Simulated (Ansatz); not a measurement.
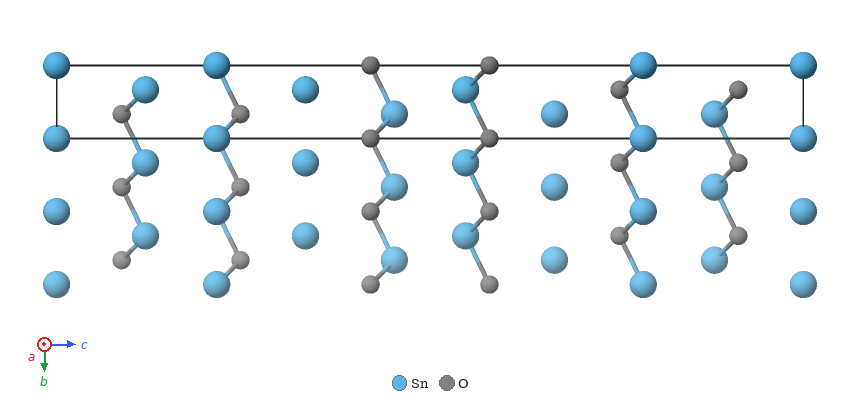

Projection along an edge of the hexagonal mesh, stacking direction c to the right. Every atom sits on one of the three columns of the mesh; call them A, B, C in the order in which they first turn up. The sequence starts with the first layer at or above the cell's origin.

System Sn3O2; source of the atomic positions: coordinates from a relaxation with Ansatz, DFT PBE, scalar-relativistic, plane waves, PAW; the starting structure was generated, so it need not be a known form of this composition.

Question: List the layers of one repeat.

Answer: Sn(A) – O(B) – Sn(C) – Sn(A) – O(B) – Sn(C) – O(A) – Sn(B) – Sn(C) – O(A) – Sn(B) – O(C) – Sn(A) – Sn(B) – O(C) (15 layers in 30.57 Å).
